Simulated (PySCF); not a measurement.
CuF

```yaml
atoms:
  - { symbol: Cu, position_ang: [0.0000, 0.0000, -0.4104] }
  - { symbol: F, position_ang: [0.0000, 0.0000, 1.3596] }
```

Method: PBE0/def2-TZVPPD, non-relativistic Hamiltonian with scalar-relativistic core potentials where named, at a bond length of 1.770 Å (PySCF 2.14.0).

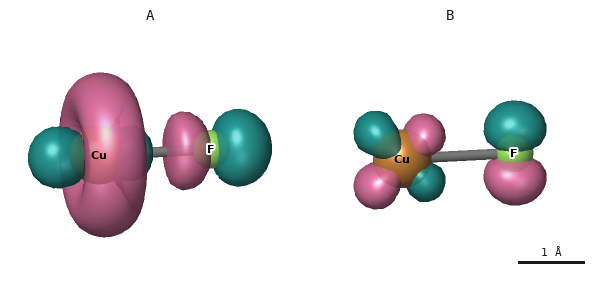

Figure 1. Two frontier orbitals, each drawn at the value that holds 80 % of its norm (teal and pink are the two phases), in no order; of a degenerate pair one member is drawn.

Label each orbital by symmetry, say whether it is occupied, and order them by energy.

Answer. Orbital B: π, occupied, −7.84 eV; shared between the atoms (Cu 65 %, F 35 %).
Orbital A: σ, occupied, −7.50 eV; mainly on Cu (85 %).

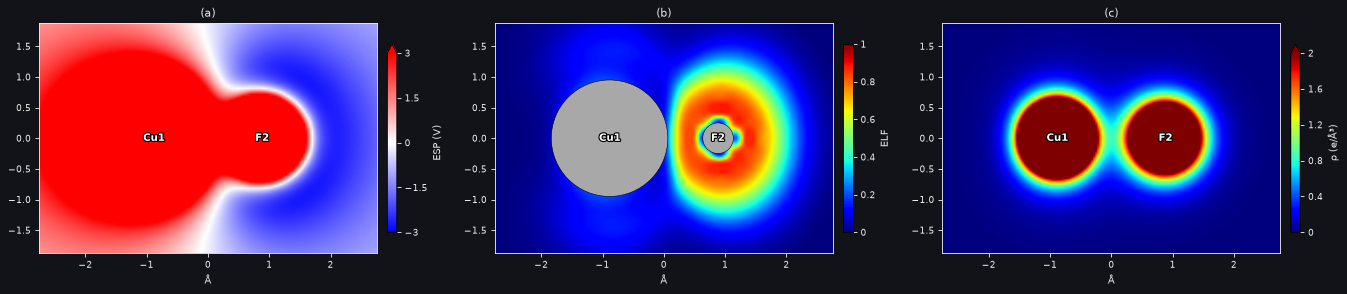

Figure 2. (a) electrostatic potential; (b) ELF; (c) electron density on a plane that holds the molecular axis. Grey discs cover the atomic cores in the ELF map.

Interpret the plot.

Answer. Atoms in the plane: Cu and F. Cu–F (1.77 Å): ρ at the midpoint is about 0.84 e/Å³; the ELF peaks at about 0.85 in the valence shell of F, 0.5 Å from its nucleus, and is about 0.15 at the midpoint. Outside the dense part of the molecule the potential is most negative (−2.7 V) near F2.

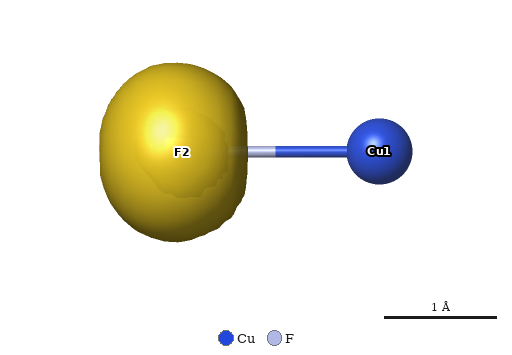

Figure 3. Isosurface of the electron localisation function at 0.75 (yellow), seen from one side. Only the valence region is drawn (cores and ρ < 0.01 e/Å³ removed).

What do the ELF domains correspond to?

Answer. The ELF exceeds this value in one region wrapped around F (its valence shell).
